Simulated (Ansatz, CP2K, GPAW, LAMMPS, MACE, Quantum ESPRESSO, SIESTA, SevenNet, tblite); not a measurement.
**Running amorphous Si0.9Ge0.1 (94 atoms) with Quantum ESPRESSO**

Wanted: Quantum ESPRESSO inputs and outputs for amorphous Si0.9Ge0.1 (94 atoms), checked against a plane-wave reference.

Calculated with Quantum ESPRESSO 7.5; the method is named at each step.

## (1) The structure

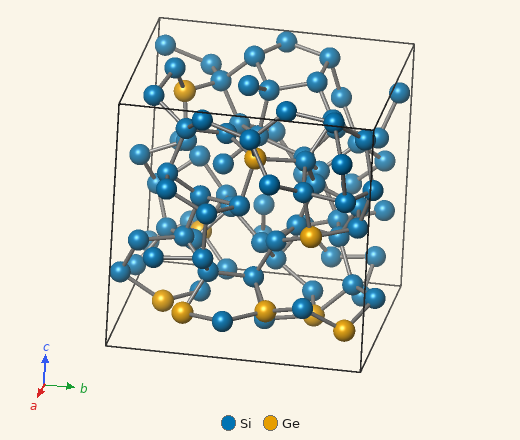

The cell as given, slightly off an axis (silicon blue, germanium orange). Some periodic images of atoms are drawn too.

The cell holds 94 atoms: 85 Si and 9 Ge. Its edges and angles: a = 12.402 Å, b = 12.402 Å, c = 12.402 Å, α = 90.0°, β = 90.0°, γ = 90.0°. 94 atoms (85 Si, 9 Ge) placed at random at 2.65 g/cm³, melted at 3500 K for 10 ps at fixed volume with the Tersoff potential (Tersoff, Phys. Rev. B 39, 5566 (1989)). Quenched from 3500 K to 700 K at 3 K/ps and fixed volume, held 5 ps.

The yardstick, on the same geometry:

```
method                 : Kohn-Sham DFT, PBE, PAW, plane waves (Ansatz 0.2.0); cutoff 420 eV, Γ point, fermi-dirac smearing of 0.05 eV; PAW set soft_2
r.m.s. force component : 0.7519 eV/Å
longest force          : 2.567 eV/Å
pressure               : 1.79 GPa
SCF cycles             : 11
time                   : 11 s on 8 threads of Arm Neoverse V2, shared host
CPU time               : 83 s
```

## (2) PBE, sssp-1.3.0-efficiency, 45/360 Ry

Method: Kohn-Sham DFT, PBE, SSSP efficiency 1.3.0 pseudopotentials, plane waves.

pw.in reads:

```
&control
  calculation = 'scf'
  pseudo_dir = './pseudo'
  outdir = './tmp'
  disk_io = 'none'
  tprnfor = .true.
  tstress = .true.
/
&system
  ibrav = 0
  nat = 94
  ntyp = 2
  ecutwfc = 45
  ecutrho = 360
  nosym = .true.
  occupations = 'smearing'
  smearing = 'fd'
  degauss = 0.003675
/
&electrons
  conv_thr = 4.7e-07
  electron_maxstep = 100
  mixing_beta = 0.2
  mixing_mode = 'local-TF'
  diagonalization = 'david'
/
ATOMIC_SPECIES
Si 28.085 Si.upf
Ge 72.630 Ge.upf
CELL_PARAMETERS angstrom
12.40220 0.00000 0.00000
0.00000 12.40220 0.00000
0.00000 0.00000 12.40220
ATOMIC_POSITIONS crystal
Si 0.35700 0.55571 0.19102
Si 0.98309 0.88063 0.83932
Si 0.58666 0.78048 0.87200
Si 0.00745 0.78620 0.40178
Si 0.30427 0.78337 0.35892
Si 0.23376 0.41074 0.96876
Si 0.12200 0.73948 0.13605
Si 0.79206 0.46293 0.55514
Si 0.23129 0.21866 0.53449
Si 0.20544 0.63774 0.28372
Si 0.03679 0.16913 0.19044
Si 0.26117 0.98945 0.89007
Si 0.06998 0.03809 0.91495
Si 0.89021 0.31298 0.92779
Si 0.21797 0.36590 0.67911
Si 0.41191 0.76980 0.77334
Si 0.95249 0.35331 0.38298
Si 0.55807 0.72076 0.59057
Si 0.03911 0.01222 0.09199
Si 0.40036 0.18719 0.65501
Si 0.05574 0.91796 0.52788
Si 0.66698 0.08739 0.92591
Si 0.47945 0.81507 0.35458
Si 0.57215 0.89156 0.19759
Si 0.68048 0.69498 0.72492
Si 0.07239 0.51160 0.98105
Si 0.90990 0.50653 0.87475
Si 0.62839 0.37408 0.78622
Si 0.19658 0.28071 0.83975
Si 0.81401 0.62932 0.97037
Si 0.50413 0.51770 0.30710
Si 0.74121 0.23142 0.83118
Si 0.68571 0.23754 0.36740
Si 0.94201 0.75218 0.21580
Si 0.16765 0.91724 0.17282
Si 0.08397 0.48657 0.61239
Si 0.55750 0.65907 0.41370
Si 0.64798 0.56470 0.04905
Si 0.25423 0.69197 0.53134
Si 0.45173 0.38272 0.42233
Si 0.10655 0.46266 0.31627
Si 0.09695 0.74028 0.78586
Si 0.43514 0.02054 0.13641
Si 0.37865 0.49610 0.88909
Si 0.69363 0.29481 0.54308
Si 0.77972 0.07453 0.36706
Si 0.70663 0.92833 0.84763
Si 0.69822 0.52013 0.23502
Si 0.17520 0.82672 0.63459
Si 0.31968 0.07268 0.43655
Si 0.51172 0.35170 0.61661
Si 0.10226 0.61065 0.45751
Si 0.54199 0.29331 0.09609
Si 0.79014 0.35482 0.27166
Si 0.49492 0.13995 0.98392
Si 0.40365 0.71299 0.09291
[... 34 atom lines left out ...]
Ge 0.34897 0.16272 0.83894
Ge 0.88934 0.27753 0.12806
Ge 0.83495 0.75520 0.47341
Ge 0.57493 0.74633 0.05611
K_POINTS gamma
```

Started as:

```bash
$ OMP_NUM_THREADS=1 mpirun -np 4 pw.x -in pw.in > output.txt
```

Output:

```text
Program PWSCF
     gamma-point specific algorithms are used
     one sub-group per band group will be used
     scalapack distributed-memory algorithm (size of sub-group:  2*  2 procs)
     Parallelization info
     sticks:   dense  smooth     PW     G-vecs:    dense   smooth      PW
     Min        3932    1965    491               371092   131228   16424
     Max        3933    1968    494               371096   131229   16426
     Sum       15729    7869   1969              1484373   524913   65699
     bravais-lattice index     =            0
     lattice parameter (alat)  =      23.4368  a.u.
     unit-cell volume          =   12873.3860 (a.u.)^3
     number of atoms/cell      =           94
     number of atomic types    =            2
     number of electrons       =       466.00
     number of Kohn-Sham states=          280
     kinetic-energy cutoff     =      45.0000  Ry
     charge density cutoff     =     360.0000  Ry
     scf convergence threshold =      4.7E-07
     mixing beta               =       0.2000
     number of iterations used =            8  local-TF  mixing
     Exchange-correlation=  SLA  PW   PBX  PBC
                           (   1   4   3   4   0   0   0)
     crystal axes: (cart. coord. in units of alat)
               a(1) = (   1.000000   0.000000   0.000000 )
               a(2) = (   0.000000   1.000000   0.000000 )
               a(3) = (   0.000000   0.000000   1.000000 )
     reciprocal axes: (cart. coord. in units 2 pi/alat)
               b(1) = (  1.000000  0.000000  0.000000 )
               b(2) = (  0.000000  1.000000  0.000000 )
               b(3) = (  0.000000  0.000000  1.000000 )
     PseudoPot. # 1 for Si:
     Pseudo is Ultrasoft + core correction, Zval =  4.0
     PseudoPot. # 2 for Ge:
     Pseudo is Ultrasoft + core correction, Zval = 14.0
     atomic species   valence    mass     pseudopotential
     Si                4.00    28.08500     Si( 1.00)
     Ge               14.00    72.63000     Ge( 1.00)
     No symmetry found
   Cartesian axes
     number of k points=     1  Fermi-Dirac smearing, width (Ry)=  0.0037
                       cart. coord. in units 2pi/alat
        k(    1) = (   0.0000000   0.0000000   0.0000000), wk =   2.0000000
     Dense  grid:   742187 G-vectors     FFT dimensions: ( 144, 144, 144)
     Smooth grid:   262457 G-vectors     FFT dimensions: ( 108, 108, 108)
     Initial potential from superposition of free atoms
     starting charge     465.9446, renormalised to     466.0000
     Starting wfcs are  421 randomized atomic wfcs
     Self-consistent Calculation
     iteration #  1     ecut=    45.00 Ry     beta= 0.20
     Threshold (ethr) on eigenvalues was too large:
     Diagonalizing with lowered threshold
     total energy              =   -2891.92353452 Ry
     estimated scf accuracy    <       2.69149033 Ry
     iteration #  2     ecut=    45.00 Ry     beta= 0.20
     total energy              =   -2891.25960291 Ry
     estimated scf accuracy    <       2.06995562 Ry
     iteration #  3     ecut=    45.00 Ry     beta= 0.20
     total energy              =   -2891.49417531 Ry
     estimated scf accuracy    <       0.08688981 Ry
     iteration #  4     ecut=    45.00 Ry     beta= 0.20
     c_bands:  2 eigenvalues not converged
     total energy              =   -2891.50995824 Ry
     estimated scf accuracy    <       0.03375260 Ry
     iteration #  5     ecut=    45.00 Ry     beta= 0.20
     total energy              =   -2891.51085747 Ry
     estimated scf accuracy    <       0.01974205 Ry
     iteration #  6     ecut=    45.00 Ry     beta= 0.20
     total energy              =   -2891.51320316 Ry
     estimated scf accuracy    <       0.00166320 Ry
     iteration #  7     ecut=    45.00 Ry     beta= 0.20
     total energy              =   -2891.51331864 Ry
     estimated scf accuracy    <       0.00084543 Ry
     iteration #  8     ecut=    45.00 Ry     beta= 0.20
     total energy              =   -2891.51341756 Ry
     estimated scf accuracy    <       0.00016139 Ry
     iteration #  9     ecut=    45.00 Ry     beta= 0.20
     total energy              =   -2891.51343265 Ry
     estimated scf accuracy    <       0.00010724 Ry
     iteration # 10     ecut=    45.00 Ry     beta= 0.20
     total energy              =   -2891.51343659 Ry
     estimated scf accuracy    <       0.00002872 Ry
     iteration # 11     ecut=    45.00 Ry     beta= 0.20
     total energy              =   -2891.51344125 Ry
     estimated scf accuracy    <       0.00001396 Ry
     iteration # 12     ecut=    45.00 Ry     beta= 0.20
     total energy              =   -2891.51344137 Ry
     estimated scf accuracy    <       0.00000442 Ry
     iteration # 13     ecut=    45.00 Ry     beta= 0.20
     total energy              =   -2891.51344198 Ry
     estimated scf accuracy    <       0.00000067 Ry
     iteration # 14     ecut=    45.00 Ry     beta= 0.20
     total energy              =   -2891.51344200 Ry
     estimated scf accuracy    <       0.00000049 Ry
     iteration # 15     ecut=    45.00 Ry     beta= 0.20
     End of self-consistent calculation
          k = 0.0000 0.0000 0.0000 ( 32850 PWs)   bands (ev):
   -18.1440 -18.1077 -18.1010 -18.0920 -18.0895 -17.9885 -17.9802 -17.9512
   -17.9445 -17.9338 -17.9236 -17.9137 -17.8997 -17.8985 -17.8928 -17.8920
   -17.8856 -17.8841 -17.8660 -17.8583 -17.8377 -17.8262 -17.8078 -17.7974
   -17.7968 -17.7917 -17.7917 -17.7806 -17.7797 -17.7746 -17.7714 -17.7692
   -17.7649 -17.7635 -17.7513 -17.7058 -17.6971 -17.6838 -17.6797 -17.6733
   -17.6703 -17.6565 -17.6391 -17.6372 -17.6210  -5.9173  -5.3838  -5.1892
    -5.1662  -5.0133  -4.9666  -4.8049  -4.6501  -4.5398  -4.4465  -4.4054
    -4.3620  -4.2602  -4.2015  -4.0934  -3.9954  -3.9844  -3.9028  -3.8094
    -3.7250  -3.5623  -3.4754  -3.4049  -3.3351  -3.2222  -3.1098  -2.9410
    -2.8804  -2.8444  -2.7263  -2.6461  -2.5005  -2.4364  -2.3725  -2.3026
    -2.2652  -2.2107  -2.1816  -2.1504  -1.9892  -1.9665  -1.9108  -1.8467
    -1.7916  -1.7660  -1.7327  -1.5940  -1.5687  -1.4983  -1.4742  -1.3134
[...]
7.3134   7.3805   7.4123   7.4688   7.5160   7.5837   7.6281   7.6775
     7.7462   7.7773   7.7881   7.8692   7.9611   7.9852   8.0414   8.0605
     8.1340   8.1515   8.1772   8.2285   8.2538   8.3027   8.3205   8.4120
     8.4688   8.4961   8.5160   8.5472   8.5943   8.6359   8.6608   8.7269
     8.7607   8.7842   8.8304   8.8651   8.9210   8.9645   8.9849   9.0006
     the Fermi energy is     6.4891 ev
!    total energy              =   -2891.51344200 Ry
     estimated scf accuracy    <       0.00000013 Ry
     smearing contrib. (-TS)   =      -0.01760212 Ry
     internal energy E=F+TS    =   -2891.49583988 Ry
     The total energy is F=E-TS. E is the sum of the following terms:
     one-electron contribution =   -1607.26994305 Ry
     hartree contribution      =    1071.58297960 Ry
     xc contribution           =   -1046.53278750 Ry
     ewald contribution        =   -1309.27608893 Ry
     convergence has been achieved in  15 iterations
     Forces acting on atoms (cartesian axes, Ry/au):
     atom    1 type  1   force =    -0.00714100   -0.03180927    0.01035226
     atom    2 type  1   force =     0.00062951    0.00933931    0.01133024
     atom    3 type  1   force =    -0.01181994    0.02491232   -0.07340917
     atom    4 type  1   force =     0.01063428   -0.04723285   -0.02159497
     atom    5 type  1   force =    -0.08499739    0.00785088    0.04469407
     atom    6 type  1   force =    -0.00320835   -0.01643987   -0.00376908
     atom    7 type  1   force =    -0.03530852   -0.00117276    0.05039150
     atom    8 type  1   force =    -0.01454631   -0.00118896   -0.00465823
     atom    9 type  1   force =     0.03542898    0.02433593    0.05114718
     atom   10 type  1   force =     0.02474928    0.00392239   -0.05261905
     atom   11 type  1   force =     0.01017220    0.01086097    0.03522224
     atom   12 type  1   force =    -0.00934439    0.00877676   -0.00694124
[...]
atom   90 type  2   force =    -0.04053376    0.01299217   -0.01399164
     atom   91 type  2   force =     0.00974757   -0.01504797    0.02994452
     atom   92 type  2   force =     0.03718157    0.00798348   -0.03468047
     atom   93 type  2   force =    -0.02027432   -0.01098776   -0.00836873
     atom   94 type  2   force =     0.07048575    0.01670488    0.02982580
     Total force =     0.491899     Total SCF correction =     0.000788
     Computing stress (Cartesian axis) and pressure
          total   stress  (Ry/bohr**3)                   (kbar)     P=       17.42
   0.00019112   0.00005634  -0.00004586           28.12        8.29       -6.75
   0.00005634   0.00007612   0.00011000            8.29       11.20       16.18
  -0.00004586   0.00011000   0.00008794           -6.75       16.18       12.94
     Message from routine punch:
     Nothing written, as per user request (disk_io='none')
```

It took 4 min on 4 MPI ranks of Arm Neoverse V2, shared host; peak memory 6.4 GiB.

Banners, paths, timers and routine set-up lines are dropped from the logs unmarked, and long logs keep their key lines alone; longer cuts are marked.

Compared with the plane-wave run:

```
r.m.s. force component                  : 0.7531 eV/Å
r.m.s. difference of force components   : 2.23 meV/Å
longest difference of force vectors     : 11.28 meV/Å
force difference over r.m.s. force      : 0.2966 %
slope of forces against the reference's : 1.002
correlation of force components         : 1
pressure                                : 1.742 GPa
pressure difference                     : -0.0475 GPa
```

Length of the force difference by element (eV/Å):

```csv
element,atoms,mean,most
Ge,9,0.0052,0.011
Si,85,0.0032,0.0074
```

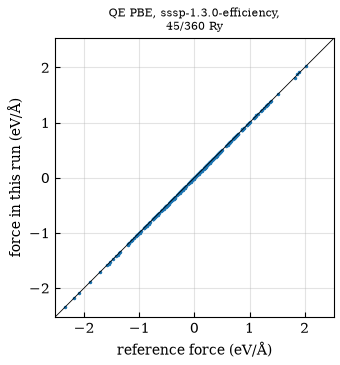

Force components against those of the reference; the line marks equality.

A closer look about Ge89, picked at random: 12 atoms, nearest first, numbered in the order of the input, with positions taken from that point.

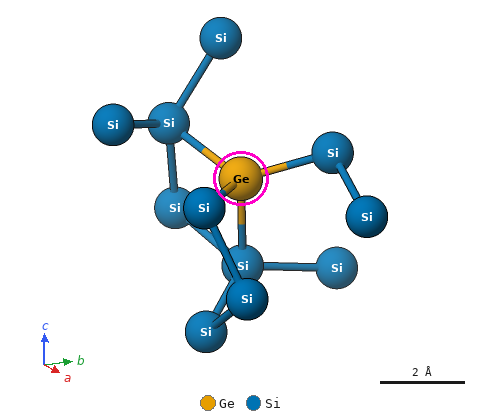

The atoms of the table, within 3.8 Å (arrows a, b, c point along x, y, z); some may hide others; the central atom is ringed.

```csv
atom,x,y,z,distance (Å),bonds,Fx,Fy,Fz (eV/Å)
Ge89,0.00,0.00,0.00,0.00,4,0.67,-0.73,-0.26
Si34,1.01,1.92,0.71,2.28,4,1.31,1.34,0.43
Si48,-2.02,-0.95,0.95,2.42,5,-0.58,-0.67,0.46
Si30,-0.58,0.40,-2.34,2.44,4,-0.61,0.31,0.72
Si83,1.73,-1.82,-0.10,2.52,4,0.18,0.71,0.07
Si38,-2.64,-0.40,-1.36,3.00,4,1.00,1.08,0.32
Si69,-1.50,0.12,3.08,3.43,4,-0.03,-0.85,0.22
Si54,-0.88,-3.01,1.40,3.43,4,0.39,0.87,0.45
Si26,2.62,-1.06,-2.20,3.59,4,0.60,0.21,0.35
Si7,3.24,1.77,-0.28,3.70,4,-0.91,-0.03,1.30
Si27,0.61,-1.12,-3.52,3.75,5,0.60,-1.06,-0.35
Si80,-0.31,2.77,-2.56,3.79,4,0.33,0.63,-0.97
```

Forces lie 0.30 % from the reference's, at 11 times its CPU time (on 4 against 8 cores).

## (3) PBE, sssp-1.3.0-efficiency, 45/360 Ry, paro

Method: Kohn-Sham DFT, PBE, SSSP efficiency 1.3.0 pseudopotentials, plane waves.

pw.in: that of step 2 with these lines changed.

```diff
@@ -24,3 +24,3 @@
   mixing_mode = 'local-TF'
-  diagonalization = 'david'
+  diagonalization = 'paro'
 /
```

Output:

```text
[banner, memory and clock lines left out]
Program PWSCF
     gamma-point specific algorithms are used
     one sub-group per band group will be used
     bravais-lattice index     =            0
     lattice parameter (alat)  =      23.4368  a.u.
     unit-cell volume          =   12873.3860 (a.u.)^3
     number of atoms/cell      =           94
     number of atomic types    =            2
     number of electrons       =       466.00
[... lines left out ...]
     scf convergence threshold =      4.7E-07
[... lines left out ...]
     number of k points=     1  Fermi-Dirac smearing, width (Ry)=  0.0037
[... lines left out ...]
     total energy              =   -2891.95590584 Ry
[... lines left out ...]
     total energy              =   -2891.27911892 Ry
[... lines left out ...]
     total energy              =   -2891.50775537 Ry
[... lines left out ...]
     total energy              =   -2891.51344163 Ry
[... lines left out ...]
     total energy              =   -2891.51344188 Ry
[... lines left out ...]
          k = 0.0000 0.0000 0.0000 ( 32850 PWs)   bands (ev):
   -18.1438 -18.1075 -18.1007 -18.0917 -18.0892 -17.9883 -17.9801 -17.9510
   -17.9445 -17.9336 -17.9236 -17.9135 -17.8998 -17.8984 -17.8928 -17.8919
   -17.8856 -17.8841 -17.8659 -17.8582 -17.8376 -17.8261 -17.8077 -17.7970
[...]
8.4688   8.4961   8.5160   8.5471   8.5942   8.6359   8.6607   8.7269
     8.7607   8.7841   8.8302   8.8649   8.9208   8.9635   8.9835   8.9994
     the Fermi energy is     6.4891 ev
!    total energy              =   -2891.51344204 Ry
     estimated scf accuracy    <       0.00000009 Ry
     smearing contrib. (-TS)   =      -0.01760156 Ry
     internal energy E=F+TS    =   -2891.49584049 Ry
     The total energy is F=E-TS. E is the sum of the following terms:
     one-electron contribution =   -1607.26670215 Ry
     hartree contribution      =    1071.57972143 Ry
     xc contribution           =   -1046.53277084 Ry
     ewald contribution        =   -1309.27608893 Ry
     convergence has been achieved in  12 iterations
     Forces acting on atoms (cartesian axes, Ry/au):
     atom    1 type  1   force =    -0.00714414   -0.03180240    0.01035860
     atom    2 type  1   force =     0.00063349    0.00933312    0.01132025
     atom    3 type  1   force =    -0.01182936    0.02490820   -0.07340801
[...]
atom   93 type  2   force =    -0.02025406   -0.01085867   -0.00856575
     atom   94 type  2   force =     0.07077148    0.01696139    0.02997724
     Total force =     0.491977     Total SCF correction =     0.000792
     Computing stress (Cartesian axis) and pressure
          total   stress  (Ry/bohr**3)                   (kbar)     P=       17.33
   0.00019051   0.00005633  -0.00004587           28.02        8.29       -6.75
   0.00005633   0.00007553   0.00011000            8.29       11.11       16.18
  -0.00004587   0.00011000   0.00008733           -6.75       16.18       12.85
     Message from routine punch:
     Nothing written, as per user request (disk_io='none')
```

Wall time 5.8 min (4 MPI ranks); peak memory 6.3 GiB.

Numbers from this run, and their distance from the reference:

| Quantity | Value |
| --- | --- |
| r.m.s. force component | 0.7532 eV/Å |
| r.m.s. difference of force components | 2.074 meV/Å |
| longest difference of force vectors | 7.316 meV/Å |
| force difference over r.m.s. force | 0.2759 % |
| slope of forces against the reference's | 1.002 |
| correlation of force components | 1 |
| pressure | 1.733 GPa |
| pressure difference | -0.0568 GPa |
| energy less the same-level run's | 0 meV/atom |
| r.m.s. force difference from the same-level run | 1.11 meV/Å |

Against the first run (0.30 %), the force difference from the reference is 0.28 %, at 1.5 times the CPU time: another solver or mixer reaches the same state.

## (4) The ladder

Differences are against the plane-wave reference, forces as r.m.s. over components; share is that over the reference's r.m.s. force, slope the least-squares factor from reference forces to these. Total energies of different programs have different zeros and aren't compared.

```csv
run,"Δ force, r.m.s. (meV/Å)",share (%),slope,Δ pressure (GPa),cores,CPU time,memory (GiB)
reference,-,-,-,-,8,83 s,2.2
"QE PBE, sssp-1.3.0-efficiency, 45/360 Ry",2.23,0.297,1.002,-0.0475,4,16 min,6.4
"QE PBE, sssp-1.3.0-efficiency, 45/360 Ry, paro",2.07,0.276,1.002,-0.0568,4,23 min,6.3
```

CPU time is summed over cores on a shared host, where runs went side by side, so it is rough. Symmetry, cutoffs, thresholds, outputs and thread counts weren't matched or tuned between programs; memory under MPI is the largest rank's times the ranks.

Within one program, basis, potentials and functional, energies share a zero. Each run against its twin at the usual cutoff or grid and solver:

```csv
run,twin,Δ energy (meV/atom),"Δ force, r.m.s. (meV/Å)",CPU time over the twin's
"QE PBE, sssp-1.3.0-efficiency, 45/360 Ry, paro","sssp-1.3.0-efficiency, 45/360 Ry",0,1.11,1.5
```

## (5) What came out

```yaml
nearest_in_forces: QE PBE, sssp-1.3.0-efficiency, 45/360 Ry, paro, 0.28 %
its_cpu_time: 23 min
```

**Reading.** PBE on plane waves or a grid with other potentials, cutoffs or grids differs from the reference by 0.28 % (QE PBE, sssp-1.3.0-efficiency, 45/360 Ry, paro) to 0.30 % (QE PBE, sssp-1.3.0-efficiency, 45/360 Ry) of the r.m.s. force; this holds the reference's own error, so differences of a few per cent don't tell which side is nearer the exact PBE result (QE's 45 Ry are 612 eV, against the reference's 420 eV). None of the electronic-structure runs in the table takes under half the reference's CPU time of 83 s; they take 11 to 17 times as much. The quench rate of 3 K/ps is many orders above laboratory rates, so the cell is likely richer in defects and strain than a real sample. The network of bonds at the start is that of the classical potential that made the cell, and needn't be the one that DFT or experiment would give. The electronic-structure runs sample only Γ, in a cell whose shortest periodic width is 12 Å, which is coarse for a cell with partly filled levels.

[Also dropped from logs without a mark: logging warnings of Python, and SIESTA's first energy breakdown and zero terms.]

[Logs are printed without paths, hosts, clocks, repeated set-up lines and the standing remarks that a program may print on its own settings, such as how far it seeks lower states.]

[Hosts, paths, dates, database ids (printed as entryN), source tags and the programs' standing remarks are cut or masked in the printed files.]
